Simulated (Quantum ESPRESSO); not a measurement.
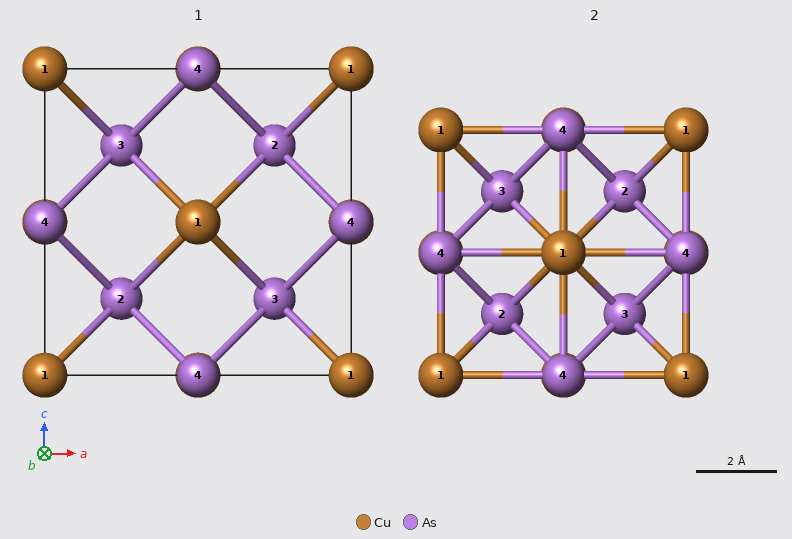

Two geometries of a crystal of CuAs3 (a generated structure, set up in Fm-3m), drawn at one scale. One is the start of a relaxation, the other its converged end. The picture is a ball-and-stick view of the conventional cell (4 times the calculation's cell), seen along the b axis. Lengths and directions refer to the drawn axes.

All numbers below come from Kohn-Sham DFT of a periodic cell, PBE with D3M, JTH 2.0 PBE in Quantum ESPRESSO 7.5. Settings: plane-wave cutoff 489.8 eV; k-point mesh 5 × 5 × 5; occupations methfessel-paxton; smearing width 0.1 eV; no spin polarisation.

Q: Which one is relaxed?

A: Structure 2 is the relaxed one. The run lets cell and atoms move. The energy falls by 1438 meV per atom in 8 geometry steps. All forces vanish by symmetry, so only the cell relaxes. Pressure: −18.42 GPa at the start and 0.00 GPa at the end. The atoms keep their places relative to the cell (all moves are under 0.005 Å). The volume changes by −48.7 %, with a = b = c 7.663 → 6.134 Å (−20.0 %). Some distances before and after: As2–As3 3.832 → 3.067 Å, Cu1–As4 3.832 → 3.067 Å, Cu1–As2 3.318 → 2.656 Å, As2–As4 3.318 → 2.656 Å. The space group stays Fm-3m (No. 225).
